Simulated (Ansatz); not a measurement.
The calculation's input:

```
basis:
  gaussian:
    orbitals: def2-TZVPD
crystal:
  periodic: [false, false, false]
  atoms:
    - {symbol: Al, position_ang: [-2.867312, -3.271834, -0.073458]}
    - {symbol: F, position_ang: [-1.636983, -2.913715, -1.145026]}
    - {symbol: Se, position_ang: [-2.755573, -2.157135, 2.001343]}
    - {symbol: Si, position_ang: [-0.811792, -0.991026, 1.512295]}
    - {symbol: H, position_ang: [-0.998213, -0.092186, 0.347472]}
    - {symbol: H, position_ang: [0.322171, -1.911913, 1.256142]}
    - {symbol: H, position_ang: [-0.527627, -0.179985, 2.723621]}
magnetization:
  spin_polarized: true
  initial_magnetization: 1
hamiltonian:
  xc: {name: PBE0}
output: {forces: true, orbitals: {seedname: orbitals}}
```

Launched as:

```sh
ansatz run input.yaml --threads 2 --pin off --max-ram 4350MiB --events-out events.jsonl --progress --plain --runs-dir runs
```

Geometry: B3LYP/6-31G*.

Computed with isolated molecule in a Gaussian basis; Kohn-Sham density functional theory, functional PBE0 (Ansatz).

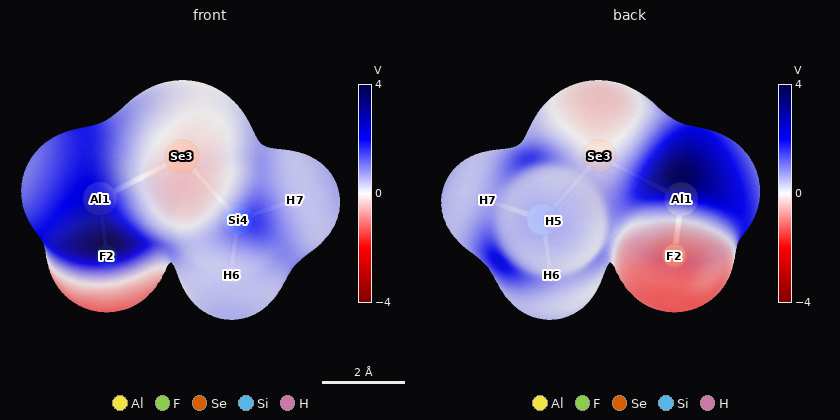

AlFH₃SeSi (SMILES [F][Al][Se][SiH3]) (doublet). The molecular electrostatic potential painted on the density surface at 0.004 e/bohr³, seen from the front and from behind; red is negative and blue positive.

**Describe the electrostatic potential map.**

The most negative region (about −1.3 V, or −30 kcal/mol for a unit charge) lies over F2, the most positive (about +3.8 V, or +88 kcal/mol for a unit charge) over Al1.

**What dipole moment does the calculation give?**

Its dipole moment is 0.77 D.
